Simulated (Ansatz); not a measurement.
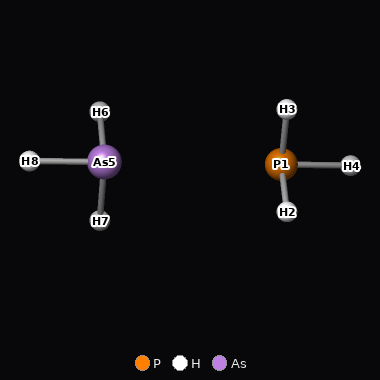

The system is the pair H₃P···AsH₃; the picture shows the reference structure. First axis: separation of As5 and P1 along their line in the relaxed pair. Second axis: sideways slip of P1, H2, H3, H4. Nothing is relaxed (both partners rigid). The scan uses a 9 × 9 grid. Points are written as (first, second). Energies are in meV, from the lowest grid point. Computed with RKS PBE0-D4/def2-TZVPD (Ansatz 0.2.0).

Its coordinates:

```
atom    x (Å)    y (Å)    z (Å)
   P  -0.2998   0.3493  -1.7510
   H   0.2359  -0.9289  -2.0545
   H   0.9678   0.9846  -1.7975
   H  -0.5952   0.6446  -3.1092
  As   0.3519  -0.3666   1.7288
   H  -0.2369   1.0031   2.0251
   H  -1.0155  -1.0301   1.7527
   H   0.5916  -0.6560   3.2057
```

Range: separation of As5 and P1 along their line in the relaxed pair from 3.034 to 4.434 Å; sideways slip of P1, H2, H3, H4 from −1.500 to 1.500 Å.

Question: What will the energy surface look like?

Answer: The lowest grid point is at (3.565 Å, 0.000 Å). It is the only kind of minimum in the scanned range. The highest grid point, (3.034 Å, −1.125 Å), lies 101 meV above the lowest. Round the minimum the two coordinates are nearly uncoupled.

```tsv
second ↓, first →	3.034	3.110	3.235	3.389	3.565	3.759	3.970	4.195	4.434
1.500	87	66	43	27	20	20	25	33	40
1.125	101	74	44	24	15	14	20	28	36
0.750	100	71	39	18	8	8	14	23	33
0.375	90	61	31	10	2	4	11	20	31
0.000	84	56	26	7	0	2	9	19	30
−0.375	90	62	31	10	2	4	11	20	31
−0.750	100	71	39	18	8	8	14	23	33
−1.125	101	74	44	24	15	14	20	28	36
−1.500	87	66	43	27	20	20	25	33	40
```

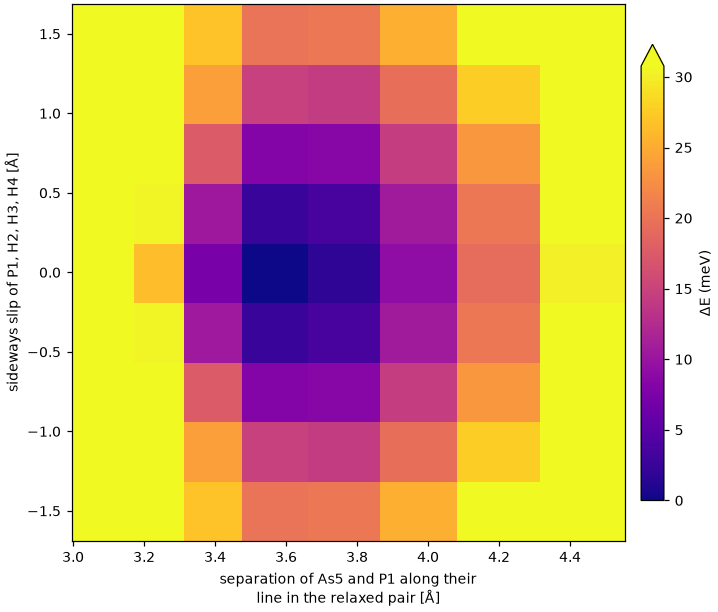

In the figure: one coloured cell a grid point, one colour for all values above the top of the scale.

Time for the 81 points that were run: 16 min on 1 thread of Arm Neoverse N1, on a shared host.
